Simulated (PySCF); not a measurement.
Al(Cl)(Me)(nPr), SMILES CC[CH2][Al]([CH3])[Cl] (C₄H₁₀AlCl) at its GFN2-xTB optimised geometry (Å):

```
16

Al     1.0929    -0.6088     0.0000
Cl     3.1300    -0.6088     0.0000
C      0.1650    -2.3737    -0.0069
H     -0.9218    -2.3043     0.0652
H      0.5064    -3.0015     0.8232
H      0.3912    -2.9371    -0.9185
C      0.1563     1.1657     0.0000
C     -1.3744     1.0539     0.0116
C     -2.0464     2.4234    -0.0001
H      0.4610     1.7584    -0.8762
H      0.4746     1.7683     0.8645
H     -1.7057     0.4821    -0.8591
H     -1.6938     0.5031     0.9001
H     -1.7491     3.0015     0.8730
H     -3.1300     2.3227     0.0088
H     -1.7616     2.9802    -0.8909
```

Calculation: PBE0/def2-TZVP (PySCF). Cells within 0.4 Å of a nucleus heavier than hydrogen are left out (blank, or x).

Map of the HOMO amplitude (bohr^(-3/2)), clipped to [-0.25, 0.25] on the plane z = 0.0 Å; orbital energy -7.42 eV, overall sign arbitrary:

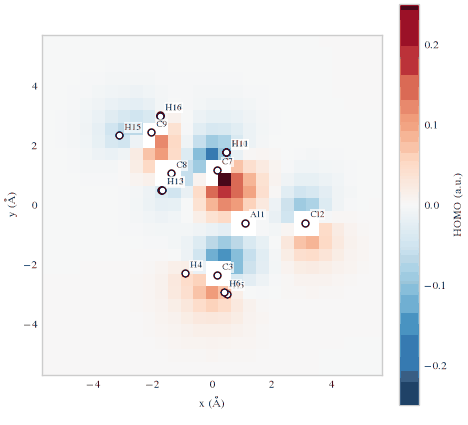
Fig. 1. HOMO amplitude (bohr^(-3/2)), clipped to [-0.25, 0.25] on the plane z = 0.0 Å.
